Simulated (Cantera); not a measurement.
Charge: 1 mol MgO, 5.2 mol CH4, 0.58 mol H2, equilibrated at 1175 K.

Method: chemical equilibrium by Gibbs-energy minimisation in Cantera with the NASA 1993 tables (ideal gas, pure condensed phases). Candidate condensed phases: C, C6H6, C7H8, C8H18, H2O, Mg, MgCO3, MgO, Mg(OH)2; 116 gas species. Kinetics and transport are ignored.

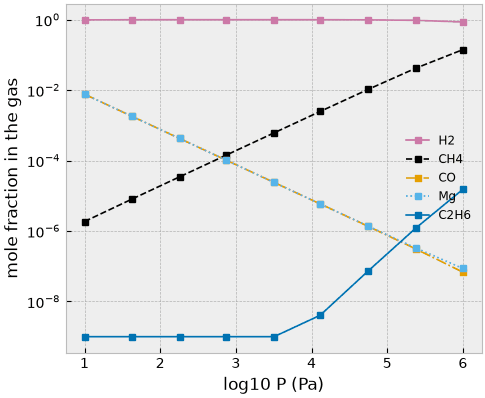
*Equilibrium gas composition (values under 1e-9 drawn at 1e-9)*

### Question
Read off the mole fractions at 10.0 Pa.

### Answer
H2 about 0.98, CO about 0.0077, Mg about 0.0077, CH4 about 1.9e-6.
